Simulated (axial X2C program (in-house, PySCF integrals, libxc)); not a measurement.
# All-electron X2C curves of WAs, part 2 of 2

Computed with an in-house X2C program for linear molecules on PySCF integrals; all-electron X2C, W dyall-cv3z, As dyall-cv3z. Earlier steps stand in the parts before.

## (9) PBE0, 2c

State followed: Ω = 3/2 (excess of +ω over −ω: ω = 1/2, ω = -3/2, ω = 5/2). The scan is laid around 2.255 Å, a first estimate of the minimum, and this SCF restarts from the orbitals of the search.

Output at 2.255 Å:

```text
two-component X2C + atomic mean field  PBE0
basis functions 288  fitting functions 1481  grid points 5797
iter        total energy     max residual
   1     -18402.116620046     7.57e-06
   2     -18402.116620043     1.78e-05
   3     -18402.116620050     5.00e-06
   4     -18402.116620051     2.73e-06
converged
one-electron -26426.37529399  Coulomb 7878.66086466  exact exchange -101.49037570  xc functional -311.16010574  nuclear repulsion 573.06019914  atomic mean-field constant -14.81190842
```

Along the bond, energies from the lowest point:

| R (Å) | E (eV) | μ (D) | HOMO (eV) | LUMO (eV) | iterations |
| --- | --- | --- | --- | --- | --- |
| 1.962 | 1.2478 | -3.06 | -5.68 | -2.45 | 16 |
| 2.052 | 0.4782 | -3.25 | -5.75 | -2.45 | 16 |
| 2.120 | 0.1712 | -3.35 | -5.80 | -2.48 | 16 |
| 2.187 | 0.0279 | -3.42 | -5.85 | -2.54 | 16 |
| 2.255 | 0.0000 | -3.45 | -5.88 | -2.60 | 4 |
| 2.334 | 0.0656 | -3.44 | -5.89 | -2.64 | 15 |
| 2.413 | 0.1990 | -3.40 | -5.89 | -2.65 | 14 |
| 2.514 | 0.4269 | -3.30 | -5.87 | -2.65 | 15 |
| 2.638 | 0.7457 | -3.15 | -5.83 | -2.64 | 15 |
| 2.819 | 1.2205 | -2.91 | -5.76 | -2.60 | 15 |

Dipoles are positive if As is the positive end.

Outer spinors at the reference distance:

```
   ω  occupied  ε (eV)            atomic character     λ mixture
-5/2       yes  -35.34                    100% W f  88% δ, 12% φ
-7/2       yes  -35.19                    100% W f        100% φ
-1/2       yes  -15.82  66% As s, 11% W d, 11% W p        100% σ
 1/2       yes  -14.83  63% As s, 13% W d, 10% W p        100% σ
 1/2       yes   -7.18  50% As p, 21% W s, 16% W d        100% σ
-1/2       yes   -6.99  58% As p, 24% W d, 11% W s  88% σ, 12% π
-1/2       yes   -6.77   62% W d, 30% As p, 2% W s  88% π, 12% σ
 1/2       yes   -6.67  49% W d, 33% W s, 12% As p  82% σ, 18% π
 3/2       yes   -6.56  71% W d, 24% As p, 2% As d        100% π
-3/2       yes   -6.52           87% W d, 10% As p  80% δ, 20% π
 1/2       yes   -6.38   53% As p, 28% W d, 8% W s  82% π, 18% σ
-3/2       yes   -6.16   52% As p, 38% W d, 4% W p  81% π, 19% δ
 5/2       yes   -5.88                     99% W d        100% δ
-1/2        no   -2.60  42% W p, 34% As p, 19% W d   97% π, 3% σ
-1/2        no   -2.38   62% W s, 18% W d, 13% W p   99% σ, 1% π
 3/2        no   -2.28  40% W p, 35% As p, 20% W d   99% π, 1% δ
 1/2        no   -2.04  46% W p, 25% As p, 16% W d   95% σ, 5% π
```

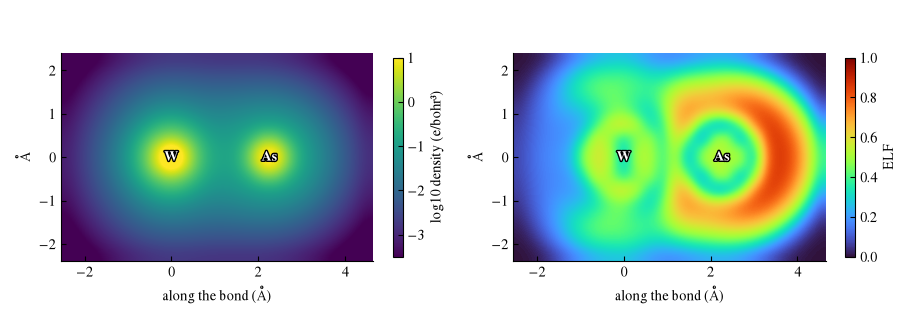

PBE0 fields in a plane through the axis, from a grid of 0.3 Å; W lies at z = 0 and As at z = 2.255 Å; the ELF is damped to zero where the density is low.

Re = 2.241 Å, ωe = 308 cm⁻¹, ωexe = 1.08 cm⁻¹, Be = 0.06305 cm⁻¹, De = 3.22 eV, μ = -3.45 D.

## (10) HF, 2c

Output at 2.255 Å:

```text
two-component X2C + atomic mean field  HF
basis functions 288  fitting functions 1481  grid points 5797
iter        total energy     max residual
   1     -18395.427641414     9.95e-01
   2     -18395.492405698     2.03e-02
   3     -18395.500917998     2.24e-02
   4     -18395.505204510     5.17e-03
   5     -18395.508928047     4.08e-03
   6     -18395.511762251     2.31e-03
   7     -18395.513070193     1.03e-03
   8     -18395.513253422     7.23e-04
   9     -18395.513344030     5.07e-04
  10     -18395.513406698     3.76e-04
  11     -18395.513438155     2.20e-04
  12     -18395.513446765     1.30e-04
  13     -18395.513449846     5.27e-05
  14     -18395.513450799     3.33e-05
  15     -18395.513450969     1.44e-05
  16     -18395.513451014     9.30e-06
  17     -18395.513451030     5.91e-06
  18     -18395.513451036     3.79e-06
  19     -18395.513451038     2.43e-06
  20     -18395.513451039     1.80e-06
converged
one-electron -26430.41383867  Coulomb 7883.06173319  exact exchange -406.40963628  xc functional 0.00000000  nuclear repulsion 573.06019914  atomic mean-field constant -14.81190842
```

No constants are quoted: too few points lie around the minimum for a second fit to confirm the first.

## (11) B3LYP, 2c

The SCF at the reference distance of 2.255 Å:

```text
two-component X2C + atomic mean field  B3LYP
basis functions 288  fitting functions 1481  grid points 5797
iter        total energy     max residual
   1     -18402.966681122     1.55e-01
   2     -18402.969501129     4.36e-03
   3     -18402.968898940     8.64e-03
   4     -18402.969868464     4.04e-03
   5     -18402.970084169     2.97e-03
   6     -18402.970352873     6.82e-04
   7     -18402.970425515     3.79e-04
   8     -18402.970457248     2.19e-04
   9     -18402.970460827     3.78e-05
  10     -18402.970460989     2.03e-05
  11     -18402.970461007     4.43e-06
  12     -18402.970461010     1.53e-06
  13     -18402.970461010     8.36e-07
converged
one-electron -26425.32423513  Coulomb 7877.55793202  exact exchange -81.17474928  xc functional -332.27769934  nuclear repulsion 573.06019914  atomic mean-field constant -14.81190842
```

Re = 2.235 Å, ωe = 329 cm⁻¹, ωexe = 1.19 cm⁻¹, Be = 0.06337 cm⁻¹, De = 3.67 eV, μ = -3.18 D.

## (12) MP2 and beyond, 2c

Correlated methods: 11 electrons correlated (frozen shells, counted by type: W 5 s, 4 p, 2 d, 1 f; As 3 s, 2 p, 1 d), 349 virtual spinors in MP2, 90 natural virtuals in coupled cluster.

Output of the correlated part at 2.255 Å:

```text
correlated 11  virtual 349  natural virtual 90  E(MP2) -0.215718537  MP2 remainder -0.010211958
iter   CCSD correlation   residual
   1     -0.216899446   1.43e-01
   2     -0.225175912   8.56e-02
   3     -0.232122778   5.81e-02
   4     -0.236168624   3.56e-02
   5     -0.237844856   1.56e-02
   6     -0.238153608   6.20e-03
   7     -0.238230320   2.38e-03
   8     -0.238223666   1.03e-03
   9     -0.238217483   4.50e-04
  10     -0.238225170   1.93e-04
  11     -0.238223033   8.29e-05
  12     -0.238224644   4.19e-05
  13     -0.238223757   2.29e-05
  14     -0.238223646   1.26e-05
  15     -0.238223661   6.13e-06
(T) -0.014909697  T1 0.1035  D1 0.1865  max T2 0.052
```

MP2: No constants are quoted: the reference is strongly spin-contaminated.

CCSD: Re = 2.274 Å, ωe = 285.4 cm⁻¹, ωexe = 1.05 cm⁻¹, Be = 0.06124 cm⁻¹, De = 2.57 eV. T1 at Re = 0.073 (Lee–Taylor, the printed value over √2).

CCSD(T): Re = 2.258 Å, ωe = 301 cm⁻¹, ωexe = 0.976 cm⁻¹, Be = 0.0621 cm⁻¹, De = 2.83 eV. T1 at Re = 0.073 (Lee–Taylor, the printed value over √2).

## (13) A higher determinant, 2c

State: Ω = 3/2 (excess of +ω over −ω: ω = 3/2).

Output at the reference distance:

```text
two-component X2C + atomic mean field  PBE0
basis functions 288  fitting functions 1481  grid points 5797
iter        total energy     max residual
   1     -18402.087713133     1.07e-05
   2     -18402.087713171     1.77e-05
   3     -18402.087713182     1.30e-05
   4     -18402.087713197     5.92e-06
   5     -18402.087713224     3.07e-06
   6     -18402.087713230     2.74e-06
   7     -18402.087713231     1.70e-06
converged
one-electron -26422.54480120  Coulomb 7874.70155645  exact exchange -101.44292482  xc functional -311.04983439  nuclear repulsion 573.06019914  atomic mean-field constant -14.81190842
```

| R (Å) | E above the lowest PBE0 point (eV) |
| --- | --- |
| 1.962 | 1.712 |
| 2.052 | 1.030 |
| 2.120 | 0.798 |
| 2.187 | 0.735 |
| 2.255 | 0.787 |
| 2.334 | 0.934 |
| 2.413 | 1.134 |
| 2.514 | 1.422 |
| 2.638 | 1.783 |

Re = 2.186 Å, ωe = 356 cm⁻¹, ωexe = 1.69 cm⁻¹, Be = 0.06628 cm⁻¹, μ = -2.28 D. Te = 0.74 eV. As a difference of two determinants it need not be a gap between pure terms.

## (14) The 2c curves together

Energy (eV) of the followed determinant, 2c, from each level's lowest point:

| R (Å) | PBE0 | HF | MP2 (spin-contaminated) | CCSD | CCSD(T) | B3LYP |
| --- | --- | --- | --- | --- | --- | --- |
| 1.962 | 1.248 | 2.630 | 1.078 | n/a | n/a | 1.296 |
| 2.052 | 0.478 | 1.576 | 0.425 | 0.600 | 0.555 | 0.494 |
| 2.120 | 0.171 | 1.031 | 0.168 | 0.251 | 0.220 | 0.171 |
| 2.187 | 0.028 | 0.641 | 0.040 | 0.068 | 0.051 | 0.023 |
| 2.255 | 0.000 | 0.367 | 0.000 | 0.000 | 0.000 | 0.000 |
| 2.334 | 0.066 | 0.162 | 0.026 | 0.023 | 0.045 | 0.082 |
| 2.413 | 0.199 | 0.048 | 0.104 | 0.117 | 0.163 | 0.238 |
| 2.514 | 0.427 | 0.000 | 0.252 | 0.299 | 0.375 | 0.497 |
| 2.638 | 0.746 | 0.043 | 0.478 | n/a | n/a | 0.851 |
| 2.819 | 1.220 | 0.206 | 0.853 | n/a | n/a | 1.369 |

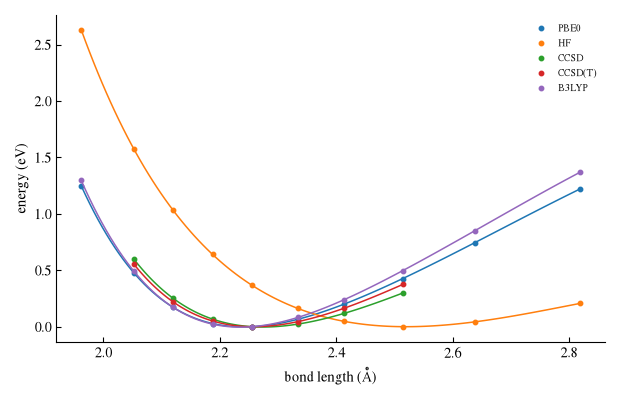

Curves of the followed state, 2c, each from its own lowest point. Left out: MP2.

Time for the job: 12 min (1 thread of Arm Neoverse N1, shared host); peak memory 0.88 GiB.

## (15) Results

What follows sums up all 2 parts.

Lowest determinant that the search found at its distance, spin-free: M_S = 3/2, Λ = 0 (beyond closed shells: σα, δ+α, δ-α).

Lowest determinant that the search found at its distance, 2c: Ω = 3/2 (excess of +ω over −ω: ω = 1/2, ω = -3/2, ω = 5/2).

| Hamiltonian | level | Re (Å) | ωe (cm⁻¹) | De (eV) | μ (D) |
| --- | --- | --- | --- | --- | --- |
| spin-free | PBE0 | 2.238 | 311 | 3.26 | -3.46 |
| spin-free | CCSD | 2.271 | 288.6 | 2.60 | n/a |
| spin-free | CCSD(T) | 2.256 | 305 | 2.87 | n/a |
| spin-free | B3LYP | 2.231 | 334 | 3.74 | -3.20 |
| 2c | PBE0 | 2.241 | 308 | 3.22 | -3.45 |
| 2c | CCSD | 2.274 | 285.4 | 2.57 | n/a |
| 2c | CCSD(T) | 2.258 | 301 | 2.83 | n/a |
| 2c | B3LYP | 2.235 | 329 | 3.67 | -3.18 |

Dipoles are positive if As is the positive end. No constants: spin-free HF (too few points lie around the minimum for a second fit to confirm the first); spin-free MP2 (the reference is strongly spin-contaminated); 2c HF (too few points lie around the minimum for a second fit to confirm the first); 2c MP2 (the reference is strongly spin-contaminated). Spin-free ⟨S²⟩ is off its pure value at PBE0 4.28.

Time per point (s) on 1 thread of Arm Neoverse N1, shared host (2c runs; CCSD comes with the CCSD(T) run); the times are rough: PBE0 4.2, CCSD(T) 15, B3LYP 4.6.

At CCSD(T), going from spin-free to two-component changes Re by +3 mÅ, ωe by -1.3 %; the spin-free picture holds up (part of it comes from the scalar share of the two-electron terms). De moves by -0.03 eV; both De rest on single-determinant atoms, which can miss part of an open shell's spin–orbit lowering.

De refers to W + As, each in the lowest determinant found, which need not be this curve's own limit. The state is a single determinant with fixed occupations, the lowest that a limited PBE0 search found. De is counted from the lowest determinant-based energies of the atoms at the same level, without counterpoise correction. Density functionals use the spin component along the axis (collinear). CCSD and (T) use frozen natural virtuals with an MP2 correction for the truncation. With several unpaired electrons one determinant need not be a pure state. The spin-free determinant is spin-contaminated at some levels. With the outer-core shells frozen, correlated bond lengths of heavy atoms tend to come out a few hundredths of an ångström too long. T1 at Re is 0.074 (Lee–Taylor), above the customary mark of 0.02.
